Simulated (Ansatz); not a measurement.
**Geometry relaxation, with input and output: AlSiNH$_{6}$ClF**

System: AlSiNH$_{6}$ClF.
Method: RKS PBE/def2-SVP (Ansatz 0.2.0).

It belongs to a series of runs on one base structure; here: end point B relaxed. Figures and captions count atoms from 1; the log counts them from 0 in places.

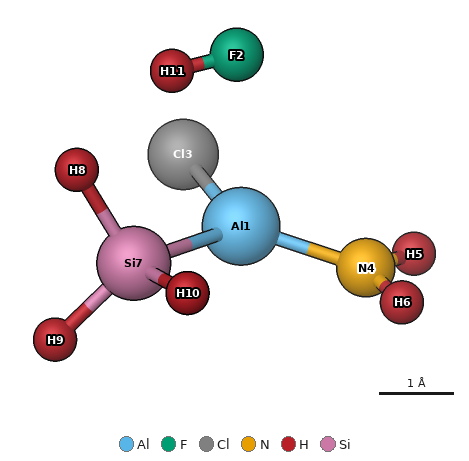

Fig. 1: The input geometry (ball-and-stick view, seen at a tilt; atoms are numbered from 1 in the order of the input). Sticks mark near contacts.

**Summary**

| quantity | value |
| --- | --- |
| outcome | converged |
| total energy | −31275.5248 eV |
| mean-field energy | −31275.5248 eV |
| largest force (length of the vector) at the end | 0.017 eV/Å |
| hardware | 4 threads of AMD EPYC (Zen 3), 32 GiB of memory available, shared host |
| wall time | 20 s (CPU time 70 s) |
| peak memory | 0.2 GiB |

**Input file**
```yaml
crystal:
  periodic: [false, false, false]
  atoms:
    - { symbol: Al, position_ang: [-0.07941, 0.562468, -0.44558] }
    - { symbol: F, position_ang: [-0.246113, 0.096512, 2.393264] }
    - { symbol: Cl, position_ang: [1.66032, -0.625566, -0.771738] }
    - { symbol: "N", position_ang: [-1.606629, -0.002419, -1.156328] }
    - { symbol: H, position_ang: [-1.732922, -0.899069, -1.632727] }
    - { symbol: H, position_ang: [-2.506226, 0.475141, -1.062934] }
    - { symbol: Si, position_ang: [0.147798, 2.6531, 0.604571] }
    - { symbol: H, position_ang: [0.941868, 2.469712, 1.894268] }
    - { symbol: H, position_ang: [0.899804, 3.708271, -0.163653] }
    - { symbol: H, position_ang: [-1.1713, 3.241635, 1.038652] }
    - { symbol: H, position_ang: [0.309709, 0.835016, 2.537405] }
basis:
  gaussian: { orbitals: def2-SVP }
hamiltonian:
  xc: pbe
relax:
  f_tol: 0.03
  max_steps: 50
```

Command:
```bash
ansatz run input.yaml --threads 4 --pin off --max-ram 5120MiB --backend cpu --events-out ev --progress --plain --runs-dir out
```

**The program's output**
```
The last accepted step is kept in [file] (removed where the run ends without a failure and the disk answers)
Engine: ansatz 0.2.0, x86_64-unknown-linux-gnu
Functional definition: PBE
  parameter kappa = 0.804
  parameter beta = 0.06672455060314922
  exchange = pbe_x(kappa = kappa, mu = beta*pi^2/3)
  correlation = pbe_c(beta = beta)
1252 factors; their error is unknown
mean field evaluation 1: about -31265.0638 eV, gradient 7.1e1 eV
mean field evaluation 2: about -31211.0528 eV, gradient 1.4e2 eV
mean field evaluation 4: about -31275.0307 eV, gradient 1.3e1 eV
mean field evaluation 8: about -31275.3558 eV, gradient 2.4e-1 eV
mean field evaluation 16: about -31275.2725 eV, gradient 2.6e-4 eV
mean field -31275.27246114 eV, -1149.3450638057 hartree, gradient 1.3e-5 eV, S^2 0.000000; 0 other end points of the search recorded, 0 dependent functions left out
the calculation of the forces begins
reference -31275.27250356 eV, -1149.3450653646 hartree; 33, 33 occupied and 79, 79 virtual orbitals, 1252 factors
relax step   1: F+E_penalty+E_count = -31275.27246114 eV  Δ(F+E_penalty+E_count) = +0.000e0 eV  max|allowed force component| = 8.535e-1 eV/Å  Δτ_max = 0.0000 Å  (28 SCF iters, accepted)
these checks for a lower state are left out or cut short: starts, cluster_reference, orbital_swaps, neighbouring_geometries, increment
1252 factors; their error is unknown
mean field -31275.35642671 eV, -1149.3481494835 hartree, gradient 5.6e-6 eV, S^2 0.000000; 0 other end points of the search recorded, 0 dependent functions left out
[... from here on the field's lines of each further geometry are left out, up to the last ...]
relax step   2: F+E_penalty+E_count = -31275.35642671 eV  Δ(F+E_penalty+E_count) = -8.397e-2 eV  max|allowed force component| = 3.573e-1 eV/Å  Δτ_max = 0.1950 Å  (31 SCF iters, accepted)
relax step   3: F+E_penalty+E_count = -31275.43096945 eV  Δ(F+E_penalty+E_count) = -7.454e-2 eV  max|allowed force component| = 3.971e-1 eV/Å  Δτ_max = 0.1979 Å  (29 SCF iters, accepted)
relax step   4: F+E_penalty+E_count = -31275.46044806 eV  Δ(F+E_penalty+E_count) = -2.948e-2 eV  max|allowed force component| = 2.176e-1 eV/Å  Δτ_max = 0.1951 Å  (28 SCF iters, accepted)
relax step   5: F+E_penalty+E_count = -31275.45636864 eV  Δ(F+E_penalty+E_count) = +4.079e-3 eV  max|allowed force component| = 4.454e-1 eV/Å  Δτ_max = 0.1998 Å  (28 SCF iters, rejected (line search))
relax step   6: F+E_penalty+E_count = -31275.48458774 eV  Δ(F+E_penalty+E_count) = -2.414e-2 eV  max|allowed force component| = 2.067e-1 eV/Å  Δτ_max = 0.0986 Å  (29 SCF iters, accepted)
relax step   7: F+E_penalty+E_count = -31275.49673851 eV  Δ(F+E_penalty+E_count) = -1.215e-2 eV  max|allowed force component| = 1.268e-1 eV/Å  Δτ_max = 0.0985 Å  (28 SCF iters, accepted)
relax step   8: F+E_penalty+E_count = -31275.50931647 eV  Δ(F+E_penalty+E_count) = -1.258e-2 eV  max|allowed force component| = 2.027e-1 eV/Å  Δτ_max = 0.1463 Å  (27 SCF iters, accepted)
relax step   9: F+E_penalty+E_count = -31275.51621676 eV  Δ(F+E_penalty+E_count) = -6.900e-3 eV  max|allowed force component| = 2.250e-1 eV/Å  Δτ_max = 0.0917 Å  (29 SCF iters, accepted)
relax step  10: F+E_penalty+E_count = -31275.52027694 eV  Δ(F+E_penalty+E_count) = -4.060e-3 eV  max|allowed force component| = 1.108e-1 eV/Å  Δτ_max = 0.1180 Å  (29 SCF iters, accepted)
relax step  11: F+E_penalty+E_count = -31275.52106263 eV  Δ(F+E_penalty+E_count) = -7.857e-4 eV  max|allowed force component| = 1.331e-1 eV/Å  Δτ_max = 0.0680 Å  (29 SCF iters, accepted)
relax step  12: F+E_penalty+E_count = -31275.52391822 eV  Δ(F+E_penalty+E_count) = -2.856e-3 eV  max|allowed force component| = 7.182e-2 eV/Å  Δτ_max = 0.0543 Å  (30 SCF iters, accepted)
relax step  13: F+E_penalty+E_count = -31275.51701499 eV  Δ(F+E_penalty+E_count) = +6.903e-3 eV  max|allowed force component| = 2.779e-1 eV/Å  Δτ_max = 0.0456 Å  (30 SCF iters, rejected (line search))
relax step  14: F+E_penalty+E_count = -31275.52440481 eV  Δ(F+E_penalty+E_count) = -4.866e-4 eV  max|allowed force component| = 4.173e-2 eV/Å  Δτ_max = 0.0228 Å  (30 SCF iters, accepted)
the calculation of the forces begins
reference -31275.52480897 eV, -1149.3543374177 hartree; 33, 33 occupied and 79, 79 virtual orbitals, 1252 factors
relax step  15: F+E_penalty+E_count = -31275.52476691 eV  Δ(F+E_penalty+E_count) = -3.621e-4 eV  max|allowed force component| = 1.597e-2 eV/Å  Δτ_max = 0.0098 Å  (31 SCF iters, accepted)
1252 factors; their error is unknown
mean field evaluation 128: about -31275.6088 eV, gradient 1.1e-1 eV
```

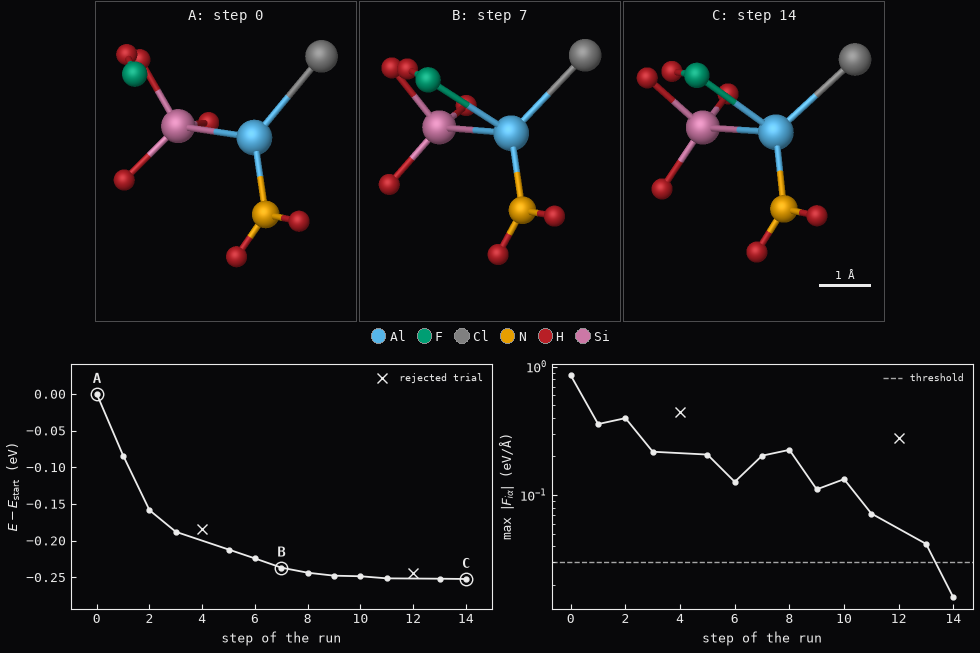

Fig. 2: Frames of the relaxation (ball-and-stick view, seen at a tilt) above the curves, on which the letters mark them (the first geometry is step 0 here and step 1 in the log).

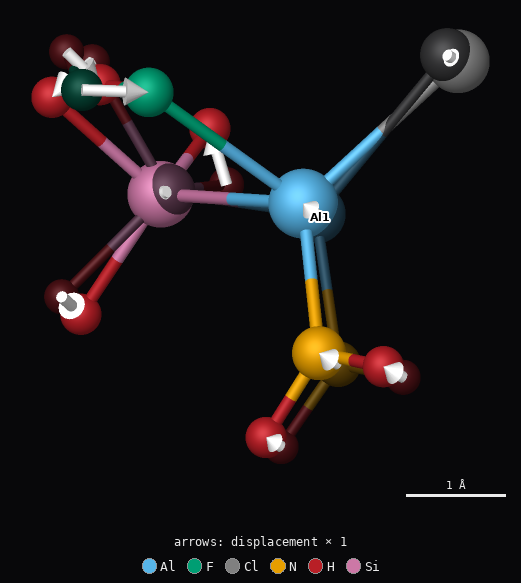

Fig. 3: Start (faint) and end (solid) with the displacements as white arrows, at true length (ball-and-stick view, seen at a tilt). The two geometries are laid on each other by the best rigid fit. The largest move after the best rigid fit is that of F2, 0.69 Å. Largest moves by element: F 0.69 Å, H 0.60 Å, N 0.28 Å, Al 0.21 Å, Cl 0.18 Å, Si 0.10 Å. Distances before and after: Al1–F2 2.882 → 2.089 Å, Al1–Si7 2.351 → 2.469 Å, F2–H11 0.935 → 0.980 Å, Si7–H8 1.526 → 1.555 Å. New bonds form: Al1–F2 (2.88 → 2.09 Å). Among the angles that change: Al1–Si7–H8 108.7° → 100.5°, Al1–Si7–H10 113.0° → 119.0°, Al1–Si7–H9 116.3° → 119.9°. The energy falls by 0.252 eV in 14 geometry steps. Largest force component: 0.85 eV/Å at the start, 0.016 eV/Å at the end. The line search rejected the trial steps at points 4, 12 (counted from 0) and went back. (Atoms are counted from 1 in the order of the input.)

```
mean field -31275.52476691 eV, -1149.3543358717 hartree, gradient 9.2e-6 eV, S^2 0.000000; 1 other end points of the search recorded, 0 dependent functions left out
the calculation of the forces begins
reference -31275.52480897 eV, -1149.3543374177 hartree; 33, 33 occupied and 79, 79 virtual orbitals, 1252 factors
Total energy: -31275.52480897 eV, -1149.3543374177 hartree
Atom 0 at    -0.084569     0.460237    -0.261597 Å, force    -0.003242     0.003662    -0.004969 eV/Å
Atom 1 at     0.037171    -0.015484     1.769155 Å, force     0.001786    -0.003732    -0.007180 eV/Å
Atom 2 at     1.691217    -0.514708    -0.935265 Å, force    -0.000588     0.000985     0.002965 eV/Å
Atom 3 at    -1.644401    -0.117093    -0.900751 Å, force     0.015966    -0.004725     0.001599 eV/Å
Atom 4 at    -1.776875    -1.014065    -1.373009 Å, force    -0.009270    -0.000428    -0.001491 eV/Å
Atom 5 at    -2.527869     0.393439    -0.855313 Å, force    -0.005401     0.003427     0.000174 eV/Å
Atom 6 at     0.123910     2.751211     0.633908 Å, force    -0.002431    -0.007480    -0.001033 eV/Å
Atom 7 at     0.398517     2.445348     2.133764 Å, force    -0.001431    -0.001741     0.000998 eV/Å
Atom 8 at     1.304066     3.601581     0.249818 Å, force     0.001195     0.001872     0.000372 eV/Å
Atom 9 at    -1.105740     3.619912     0.710679 Å, force     0.000735     0.000123    -0.001568 eV/Å
Atom 10 at     0.201472     0.904423     2.063810 Å, force     0.002680     0.008038     0.010135 eV/Å
Dipole moment:    -0.437303     0.189789     0.260457 e Å
```

**Trajectory as extended XYZ (Å, eV, eV/Å), 9 of the 15 frames kept, from step=1 to step=15**
```
11
Properties=species:S:1:pos:R:3:forces:R:3 step=1 energy=-31275.27246
Al   -0.0794    0.5625   -0.4456   -0.0422  -0.8535  -0.1556
F    -0.2461    0.0965    2.3933   -0.2510  -0.2932  -0.2962
Cl    1.6603   -0.6256   -0.7717   -0.0233   0.0144  -0.0010
N    -1.6066   -0.0024   -1.1563   -0.0437  -0.0185  -0.0211
H    -1.7329   -0.8991   -1.6327    0.0039   0.0064   0.0041
H    -2.5062    0.4751   -1.0629    0.0114  -0.0005  -0.0024
Si    0.1478    2.6531    0.6046    0.0942   0.8009   0.4405
H     0.9419    2.4697    1.8943   -0.0089  -0.0141  -0.0185
H     0.8998    3.7083   -0.1637   -0.0029   0.0091  -0.0085
H    -1.1713    3.2416    1.0387   -0.0041   0.0066  -0.0040
H     0.3097    0.8350    2.5374    0.2665   0.3424   0.0628
11
Properties=species:S:1:pos:R:3:forces:R:3 step=3 energy=-31275.43097
Al   -0.1002    0.4788   -0.2943   -0.0212   0.0579   0.2072
F    -0.2296    0.0567    2.0446    0.2772   0.3799  -0.0334
Cl    1.6427   -0.6897   -0.6645    0.0449  -0.0293   0.0004
N    -1.6065   -0.0417   -1.0880   -0.0936   0.0115   0.0188
H    -1.7274   -0.9212   -1.5973    0.0172   0.0174   0.0412
H    -2.4950    0.4658   -1.0481    0.0703  -0.0307  -0.0049
Si    0.1595    2.7255    0.6553   -0.0427  -0.0203  -0.2508
H     0.9560    2.5332    1.9408   -0.0158  -0.0123   0.1316
H     0.9047    3.7740   -0.1289    0.0106  -0.0187   0.0359
H    -1.1633    3.3071    1.0866    0.0089   0.0416   0.0547
H     0.2760    0.8263    2.3289   -0.2559  -0.3971  -0.2008
11
Properties=species:S:1:pos:R:3:forces:R:3 step=5 energy=-31275.45637 accepted=F
Al   -0.1137    0.4972   -0.2946    0.1435  -0.3493   0.2369
F    -0.1190   -0.0218    1.8216   -0.0231   0.1028  -0.0480
Cl    1.6520   -0.6568   -0.6831   -0.0632   0.1301  -0.0802
N    -1.6414   -0.0943   -0.9900    0.4234  -0.1155   0.0462
H    -1.7605   -1.0156   -1.4141   -0.0195  -0.0218  -0.0351
H    -2.4857    0.4548   -1.0736   -0.4454   0.2258  -0.0504
Si    0.1367    2.7484    0.6385    0.1834   0.4244   0.4405
H     0.7633    2.5655    2.0640   -0.1217  -0.2217  -0.3698
H     1.0693    3.7576    0.0038   -0.0925  -0.1187   0.0009
H    -1.1355    3.4665    1.0372   -0.0065  -0.0528  -0.1793
H     0.2514    0.8133    2.1254    0.0215  -0.0034   0.0383
11
Properties=species:S:1:pos:R:3:forces:R:3 step=6 energy=-31275.48459
Al   -0.1007    0.4700   -0.2361   -0.0224  -0.0525   0.0148
F    -0.1636    0.0024    1.8699    0.0943   0.2067   0.0277
Cl    1.6606   -0.6737   -0.6419   -0.0070   0.0452  -0.0317
N    -1.6189   -0.0649   -0.9994    0.0718  -0.0104   0.0147
H    -1.7376   -0.9497   -1.4963   -0.0165  -0.0310   0.0020
H    -2.4771    0.4854   -1.0431   -0.0551   0.0265  -0.0016
Si    0.1372    2.7528    0.6375    0.0182  -0.0269   0.0110
H     0.8429    2.4933    1.9859   -0.0465   0.0242  -0.0029
H     0.9827    3.7795   -0.0711    0.0107  -0.0457   0.0575
H    -1.1627    3.4007    1.0534    0.0259   0.0053  -0.0228
H     0.2542    0.8190    2.1764   -0.0733  -0.1413  -0.0687
11
Properties=species:S:1:pos:R:3:forces:R:3 step=8 energy=-31275.50932
Al   -0.1039    0.4688   -0.2569    0.0573  -0.1362   0.0028
F    -0.0874    0.0213    1.8164   -0.0010  -0.0115  -0.0541
Cl    1.6868   -0.5908   -0.7674   -0.0747   0.0640  -0.0008
N    -1.6378   -0.0999   -0.9633    0.0729  -0.0337   0.0037
H    -1.7672   -1.0131   -1.4065   -0.0129   0.0479   0.0150
H    -2.5051    0.4376   -0.9878   -0.0475   0.0022  -0.0062
Si    0.1317    2.7480    0.6265    0.0933   0.2027   0.0787
H     0.6541    2.4160    2.0604   -0.0472   0.0529  -0.1055
H     1.1605    3.7271    0.0880   -0.1472  -0.1722   0.0965
H    -1.1479    3.5015    0.9292    0.1011  -0.0455  -0.0418
H     0.2331    0.8983    2.0964    0.0059   0.0293   0.0117
11
Properties=species:S:1:pos:R:3:forces:R:3 step=10 energy=-31275.52028
Al   -0.0939    0.4577   -0.2557    0.0168  -0.0191  -0.0229
F    -0.0200    0.0098    1.7775    0.0525  -0.0055   0.0041
Cl    1.7029   -0.5199   -0.8836   -0.0629   0.0250   0.0177
N    -1.6448   -0.1192   -0.9178   -0.0327   0.0262   0.0001
H    -1.7744   -1.0149   -1.3938   -0.0095   0.0139   0.0070
H    -2.5287    0.3949   -0.8792    0.0650  -0.0437  -0.0081
Si    0.1258    2.7494    0.6298   -0.0034   0.0728   0.0317
H     0.4664    2.4118    2.1189    0.0049   0.0762  -0.0837
H     1.2780    3.6275    0.1996   -0.0848  -0.0581   0.0636
H    -1.1203    3.5986    0.7780    0.1108  -0.0623  -0.0053
H     0.2258    0.9192    2.0614   -0.0568  -0.0255  -0.0042
11
Properties=species:S:1:pos:R:3:forces:R:3 step=11 energy=-31275.52106
Al   -0.0871    0.4584   -0.2597    0.0244  -0.0133  -0.0257
F     0.0147   -0.0031    1.7643   -0.0196   0.1331   0.0526
Cl    1.6996   -0.5083   -0.9211   -0.0221   0.0078   0.0048
N    -1.6424   -0.1258   -0.9045   -0.0705   0.0607   0.0083
H    -1.7716   -1.0161   -1.3902   -0.0026   0.0009   0.0066
H    -2.5321    0.3769   -0.8424    0.0796  -0.0482  -0.0161
Si    0.1346    2.7531    0.6254   -0.0705   0.0060   0.0442
H     0.4428    2.4196    2.1188   -0.0322   0.0365  -0.0256
H     1.3027    3.6190    0.2354   -0.0125  -0.0161   0.0096
H    -1.1025    3.6143    0.7470    0.0693  -0.0343  -0.0071
H     0.1583    0.9268    2.0622    0.0568  -0.1331  -0.0515
11
Properties=species:S:1:pos:R:3:forces:R:3 step=13 energy=-31275.51702 accepted=F
Al   -0.0879    0.4722   -0.2988    0.1711   0.0311   0.2779
F     0.0305   -0.0076    1.7626    0.0043   0.0738  -0.0250
Cl    1.6979   -0.5160   -0.9242   -0.0224   0.0016  -0.0497
N    -1.6528   -0.1170   -0.8955    0.0342  -0.0185  -0.0545
H    -1.7688   -1.0172   -1.3653   -0.1076   0.0141  -0.0169
H    -2.5343    0.3947   -0.8398   -0.0423  -0.0518  -0.0431
Si    0.1333    2.7458    0.6397   -0.0334   0.0339  -0.0566
H     0.4013    2.4414    2.1411   -0.0129  -0.0070  -0.0397
H     1.3099    3.6037    0.2617   -0.0048   0.0105   0.0008
H    -1.1085    3.5991    0.7030    0.0212   0.0209   0.0152
H     0.1963    0.9157    2.0507   -0.0073  -0.1087  -0.0086
11
Properties=species:S:1:pos:R:3:forces:R:3 step=15 energy=-31275.52477
Al   -0.0846    0.4602   -0.2616   -0.0032   0.0037  -0.0050
F     0.0372   -0.0155    1.7692    0.0018  -0.0037  -0.0072
Cl    1.6912   -0.5147   -0.9353   -0.0006   0.0010   0.0030
N    -1.6444   -0.1171   -0.9008    0.0160  -0.0047   0.0016
H    -1.7769   -1.0141   -1.3730   -0.0093  -0.0004  -0.0015
H    -2.5279    0.3934   -0.8553   -0.0054   0.0034   0.0002
Si    0.1239    2.7512    0.6339   -0.0024  -0.0075  -0.0010
H     0.3985    2.4453    2.1338   -0.0014  -0.0017   0.0010
H     1.3041    3.6016    0.2498    0.0012   0.0019   0.0004
H    -1.1057    3.6199    0.7107    0.0007   0.0001  -0.0016
H     0.2015    0.9044    2.0638    0.0027   0.0080   0.0101
```
